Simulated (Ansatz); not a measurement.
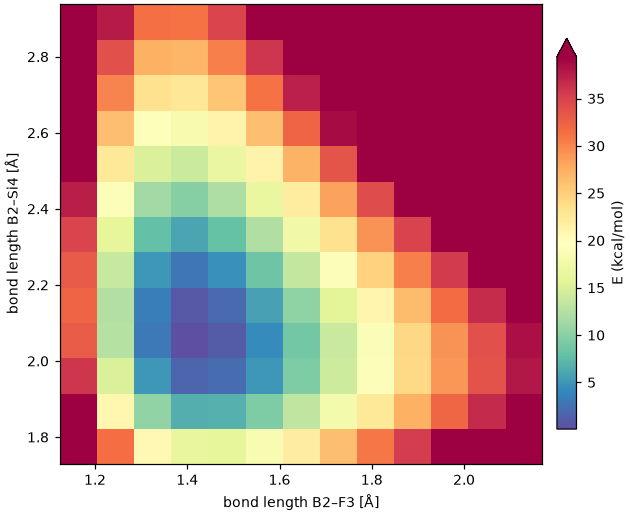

Energy landscape of BFH3OSi, SMILES [O-]B(F)[SiH3], charge −1. The first coordinate is: bond length B2–F3; the second: bond length B2–Si4. Nothing is relaxed (all other coordinates rigid). The grid has 13 × 13 points. Points are written as (first, second). All energies are given in kcal/mol relative to the relaxed molecule at the same level. The reference is spin-restricted, which grows unreliable where a bond is stretched far. The calculation used Ansatz, RKS CAM-B3LYP-D4/def2-SVPD.

The picture shows one coloured cell a grid point, one colour for all values above the top of the scale. 

Where are the wells?

Answer. The lowest grid point is at (1.406 Å, 2.056 Å), 0.07 kcal/mol from the relaxed molecule at the same level. No other kind of well shows on this grid. The highest grid point, (2.130 Å, 2.893 Å), lies 85.7 kcal/mol above the lowest. Round the minimum the two coordinates are weakly coupled (coupling 0.14 in units of the two stiffnesses).

The input of one point:

```yaml
crystal:
  periodic: [false, false, false]
  atoms:
    - { symbol: O, position_ang: [1.957529, -0.256764, 1.14513] }
    - { symbol: B, position_ang: [0.800139, -0.62184, 0.790763] }
    - { symbol: F, position_ang: [0.146184, -1.797222, 1.200222] }
    - { symbol: Si, position_ang: [-0.429812, 0.423305, -0.482826] }
    - { symbol: H, position_ang: [0.16967, 1.692121, -1.019579] }
    - { symbol: H, position_ang: [-1.744044, 0.870095, 0.10863] }
    - { symbol: H, position_ang: [-0.868746, -0.318702, -1.721145] }
total_charge: -1
basis:
  gaussian: { orbitals: def2-SVPD }
hamiltonian:
  xc: { name: CAM-B3LYP }
  dispersion: d4
output:
  forces: true
```

The whole map (169 points run) took 13 min on 1 thread of Arm Neoverse V1, with other jobs on the host.
